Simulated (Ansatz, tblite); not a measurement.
# The cluster Si₄H₇−: one state, many levels, part 2 of 2

How do method and basis change the picture of the cluster Si₄H₇− (singlet)?

Ansatz 0.2.0, Gaussian basis; as each input shows. The steps go on from the part before.

## (14) HF/STO-3G

File in.yaml:

```yaml
crystal:
  periodic: [false, false, false]
  atoms:
    - {symbol: Si, position_ang: [1.282246, 0.271069, 0.703059]}
    - {symbol: Si, position_ang: [-1.981208, -0.488479, 0.287527]}
    - {symbol: Si, position_ang: [-0.612135, 1.466603, -0.063889]}
    - {symbol: Si, position_ang: [0.115926, -1.571066, -0.221701]}
    - {symbol: H, position_ang: [2.682563, 0.629236, 0.274915]}
    - {symbol: H, position_ang: [-2.637774, -0.576154, -1.095349]}
    - {symbol: H, position_ang: [-0.278561, 1.928327, -1.464513]}
    - {symbol: H, position_ang: [0.432539, -2.926171, 0.367244]}
    - {symbol: H, position_ang: [1.335280, 0.206823, 2.204623]}
    - {symbol: H, position_ang: [-0.928546, 2.754336, 0.660491]}
    - {symbol: H, position_ang: [0.589670, -1.694515, -1.652399]}
basis:
  gaussian: {orbitals: STO-3G}
total_charge: -1
hamiltonian: {xc: hf}
scf: {omitted_lower_state_checks: [starts]}
output: {orbitals: {seedname: orbitals}}
```

Launch:

```console
ansatz run in.yaml --threads 4 --pin off --events-out ev --progress --plain --max-ram 3916MiB
```

The log of the run:

```text
Functional definition: HF
  name "HF"
  cite "Fock, Z. Phys. 61, 126 (1930) doi:10.1007/BF01340294"
  parent pbe
  exchange = exact_x
  correlation = 0
these checks for a lower state are left out or cut short: starts
481 factors; integrals over basis functions are off by at most 3.4e-5 eV
mean field evaluation 1: about -31191.4528 eV, gradient 1.5e1 eV
mean field evaluation 2: about -31191.5149 eV, gradient 1.5e1 eV
mean field evaluation 4: about -31192.8336 eV, gradient 1.0e0 eV
mean field evaluation 8: about -31192.8423 eV, gradient 2.2e-5 eV
mean field -31192.84227520 eV, -1146.3158103459 hartree, gradient 2.4e-5 eV, S^2 0.000000; 0 other end points of the search recorded, 0 dependent functions left out
reference -31192.84227520 eV, -1146.3158103459 hartree; 32, 32 occupied and 11, 11 virtual orbitals, 481 factors
Total energy: -31192.84227520 eV, -1146.3158103459 hartree
Checks for a lower state left out: starts
```

Wall time 0.15 s (4 threads of Arm Neoverse V2, shared host).

HOMO 1.49 eV, LUMO 15.74 eV. Doubts: highest occupied level lies above zero.

## (15) HF/6-31G

Changes to in.yaml since step 14:

```diff
@@ -15,3 +15,3 @@
 basis:
-  gaussian: {orbitals: STO-3G}
+  gaussian: {orbitals: 6-31G}
 total_charge: -1
```

Launched as before.

The log of the run:

```text
Functional definition: HF
  name "HF"
  cite "Fock, Z. Phys. 61, 126 (1930) doi:10.1007/BF01340294"
  parent pbe
  exchange = exact_x
  correlation = 0
these checks for a lower state are left out or cut short: starts
784 factors; integrals over basis functions are off by at most 2.0e-4 eV
mean field evaluation 1: about -31552.2866 eV, gradient 1.5e1 eV
mean field evaluation 2: about -31552.2934 eV, gradient 1.5e1 eV
mean field evaluation 4: about -31553.7090 eV, gradient 1.5e0 eV
mean field evaluation 8: about -31553.7267 eV, gradient 1.2e-2 eV
mean field -31553.72673030 eV, -1159.5780694544 hartree, gradient 3.2e-5 eV, S^2 0.000000; 0 other end points of the search recorded, 0 dependent functions left out
reference -31553.72673030 eV, -1159.5780694544 hartree; 32, 32 occupied and 34, 34 virtual orbitals, 784 factors
Total energy: -31553.72673030 eV, -1159.5780694544 hartree
Checks for a lower state left out: starts
```

Wall time 0.3 s (4 threads of Arm Neoverse V2, shared host).

Report: HOMO -2.83 eV, LUMO 6.76 eV.

## (16) B3LYP-D4/6-31G

Changes to in.yaml since step 15:

```diff
@@ -17,3 +17,3 @@
 total_charge: -1
-hamiltonian: {xc: hf}
+hamiltonian: {xc: {name: B3LYP}, dispersion: d4}
 scf: {omitted_lower_state_checks: [starts]}
```

Launched as before.

The log of the run:

```text
Functional definition: B3LYP
  name "B3LYP"
  cite "Stephens, Devlin, Chabalowski & Frisch, J. Phys. Chem. 98, 11623 (1994) doi:10.1021/j100096a001"
  cite "Becke, Phys. Rev. A 38, 3098 (1988) doi:10.1103/PhysRevA.38.3098"
  cite "Lee, Yang & Parr, Phys. Rev. B 37, 785 (1988) doi:10.1103/PhysRevB.37.785"
  cite "Vosko, Wilk & Nusair, Can. J. Phys. 58, 1200 (1980) doi:10.1139/p80-159"
  parameter a0 = 0.2
  parameter ax = 0.72
  parameter ac = 0.81
  exchange = (1 - a0 - ax)*slater_x + ax*b88_x + a0*exact_x
  correlation = (1 - ac)*vwn_rpa_c + ac*lyp_c
these checks for a lower state are left out or cut short: starts
784 factors; integrals over basis functions are off by at most 2.0e-4 eV
mean field evaluation 1: about -31621.8815 eV, gradient 1.2e1 eV
mean field evaluation 2: about -31621.9590 eV, gradient 1.1e1 eV
mean field evaluation 4: about -31622.5002 eV, gradient 3.2e-1 eV
mean field evaluation 8: about -31622.6059 eV, gradient 4.9e-2 eV
mean field -31622.60593779 eV, -1162.1093336418 hartree, gradient 7.9e-5 eV, S^2 0.000000; 0 other end points of the search recorded, 0 dependent functions left out
reference -31622.60623129 eV, -1162.1093444275 hartree; 32, 32 occupied and 34, 34 virtual orbitals, 784 factors
Total energy: -31623.29744680 eV, -1162.1347461291 hartree
Checks for a lower state left out: starts
```

It took 0.85 s on 4 threads of Arm Neoverse V2, shared host.

HOMO -0.58 eV, LUMO 3.95 eV.

## (17) CCSD(T)/def2-TZVPD

Changes to in.yaml since step 16:

```diff
@@ -15,5 +15,5 @@
 basis:
-  gaussian: {orbitals: 6-31G}
+  gaussian: {orbitals: def2-TZVPD, initial_orbitals: start.molden}
 total_charge: -1
-hamiltonian: {xc: {name: B3LYP}, dispersion: d4}
+correlation: {method: ccsd_t}
 scf: {omitted_lower_state_checks: [starts]}
```

Launched as before.

The log of the run:

```text
Functional definition: HF
  name "HF"
  cite "Fock, Z. Phys. 61, 126 (1930) doi:10.1007/BF01340294"
  parent pbe
  exchange = exact_x
  correlation = 0
these checks for a lower state are left out or cut short: starts
1586 factors; integrals over basis functions are off by at most 1.1e-3 eV
mean field evaluation 1: about -31559.4477 eV, gradient 3.4e1 eV
mean field evaluation 2: about -31560.4015 eV, gradient 1.3e0 eV
mean field evaluation 4: about -31560.5147 eV, gradient 5.5e-1 eV
mean field evaluation 8: about -31560.5158 eV, gradient 5.5e-5 eV
mean field -31560.51584038 eV, -1159.8275646480 hartree, gradient 1.9e-6 eV, S^2 0.000000; 0 other end points of the search recorded, 0 dependent functions left out
20 core orbitals not correlated: weight in the atoms' cores, before any rotation towards them, 1.000 or more for the frozen orbitals, at most 0.000 for the correlated occupied ones
reference -31560.51584038 eV, -1159.8275646480 hartree; 12, 12 occupied and 203, 203 virtual orbitals, 1586 factors
second order -13.39580906 eV of doubles, -0.00000000 eV of singles
cycle   1  -14.79222967 eV  change    -1.4e0 eV  update   1.2e-1
cycle   2  -15.35701215 eV  change   -5.6e-1 eV  update   3.7e-2
cycle   3  -15.44027197 eV  change   -8.3e-2 eV  update   1.7e-2
cycle   4  -15.43409124 eV  change    6.2e-3 eV  update   5.6e-3
cycle   5  -15.43075743 eV  change    3.3e-3 eV  update   2.3e-3
cycle   6  -15.43012773 eV  change    6.3e-4 eV  update   9.1e-4
cycle   7  -15.43016871 eV  change   -4.1e-5 eV  update   4.0e-4
cycle   8  -15.43033710 eV  change   -1.7e-4 eV  update   1.9e-4
cycle   9  -15.43035707 eV  change   -2.0e-5 eV  update   6.7e-5
cycle  10  -15.43032486 eV  change    3.2e-5 eV  update   2.9e-5
cycle  11  -15.43032151 eV  change    3.3e-6 eV  update   1.3e-5
perturbative correction -0.76025968 eV, -0.0279390279 hartree
Total energy: -31576.70642157 eV, -1160.4225575322 hartree
Checks for a lower state left out: starts
```

Run time: 4.3 min. Hardware: 4 threads of Arm Neoverse V2, shared host; peak memory 1.8 GiB.

Hartree-Fock HOMO -2.92 eV, LUMO 4.76 eV; T1 0.018.

## (18) RPA/def2-TZVPD

Changes to in.yaml since step 17:

```diff
@@ -17,4 +17,4 @@
 total_charge: -1
-correlation: {method: ccsd_t}
+hamiltonian: {xc: pbe}
+correlation: {method: rpa}
 scf: {omitted_lower_state_checks: [starts]}
-output: {orbitals: {seedname: orbitals}}
```

The command is unchanged.

The log of the run:

```text
Functional definition: PBE
  name "PBE"
  cite "Perdew, Burke & Ernzerhof, Phys. Rev. Lett. 77, 3865 (1996) doi:10.1103/PhysRevLett.77.3865"
  parent pbe
  parameter kappa = 0.804
  parameter beta = 0.06672455060314922
  exchange = pbe_x(kappa = kappa, mu = beta*pi^2/3)
  correlation = pbe_c(beta = beta)
these checks for a lower state are left out or cut short: starts
1586 factors; integrals over basis functions are off by at most 1.1e-3 eV
mean field evaluation 1: about -31609.6474 eV, gradient 1.2e1 eV
mean field evaluation 2: about -31609.7706 eV, gradient 1.7e-1 eV
mean field evaluation 4: about -31609.7656 eV, gradient 3.3e-4 eV
mean field -31609.76563460 eV, -1161.6374612028 hartree, gradient 7.0e-6 eV, S^2 0.000000; 0 other end points of the search recorded, 0 dependent functions left out
20 core orbitals not correlated: weight in the atoms' cores, before any rotation towards them, 1.000 or more for the frozen orbitals, at most 0.000 for the correlated occupied ones
reference -31558.71746115 eV, -1159.7614754301 hartree; 12, 12 occupied and 203, 203 virtual orbitals, 1586 factors
Total energy: -31584.79028339 eV, -1160.7196339747 hartree
Checks for a lower state left out: starts
```

It took 6 s on 4 threads of Arm Neoverse V2, shared host; peak memory 0.66 GiB.

## (19) Comparison

```
                  level  functions  HOMO (eV)  LUMO (eV)  gap (eV)    time
              HF/STO-3G         43       1.49      15.74     14.25  0.15 s
               HF/6-31G         66      -2.83       6.76      9.59   0.3 s
       PBE-D4/def2-SVPD        152      -0.28       2.76      3.05   1.6 s
      PBE-D4/def2-TZVPD        235      -0.37       2.56      2.92   2.5 s
   revPBE-D4/def2-TZVPD        235      -0.32       2.61      2.93   2.8 s
     BLYP-D4/def2-TZVPD        235      -0.19       2.70      2.89   3.4 s
   r2SCAN-D4/def2-TZVPD        235      -0.48       2.80      3.27   5.5 s
         B3LYP-D4/6-31G         66      -0.58       3.95      4.53  0.85 s
      PBE0-D4/def2-SVPD        152      -1.11       3.47      4.58   1.9 s
     PBE0-D4/def2-TZVPD        235      -1.17       3.19      4.37   3.9 s
CAM-B3LYP-D4/def2-TZVPD        235      -2.24       3.83      6.06   4.9 s
     LC-ωPBE/def2-TZVPD        235      -3.39       4.60      7.99   3.6 s
     ωB97M-V/def2-TZVPD        235      -3.07       4.02      7.09    14 s
```

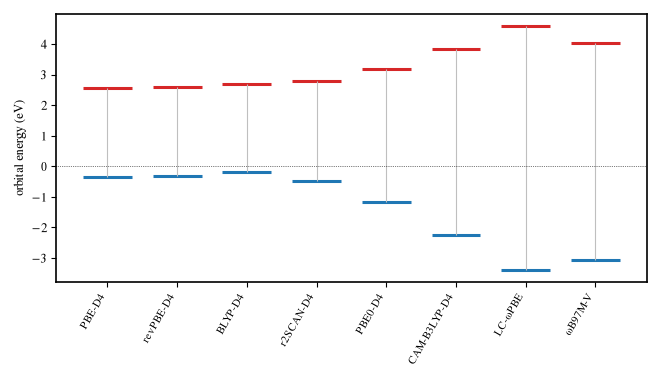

Highest filled (blue) and lowest empty (red) level in def2-TZVPD.

The pieces so far (eV):

```
     basis           HF  MP2 correlation  CCSD correlation      (T)        total
def2-TZVPD  -31560.5158         -13.3958          -15.4303  -0.7603  -31576.7064
```

## (20) Outcome

The summary covers parts 1 to 2.

```
                                                  quantity                                 value
gap in def2-TZVPD, named functionals, smallest and largest  2.89 eV (BLYP-D4), 7.99 eV (LC-ωPBE)
                    correlation energy, CCSD(T)/def2-TZVPD                             -16.19 eV
           PBE0 total energy, smallest basis above largest      10.75 eV (def2-SVPD, def2-TZVPD)
```

In words: Over the named functionals in def2-TZVPD the gap runs from 2.89 eV (BLYP-D4) to 7.99 eV (LC-ωPBE); exact exchange widens it.

The anion's highest level is positive in at least one run, so there the basis alone may hold the extra electron.

The slowest run with a step of its own, CCSD(T)/def2-TZVPD, took 4.3 min; the quickest functional in def2-TZVPD took 2.5 s (shared host).
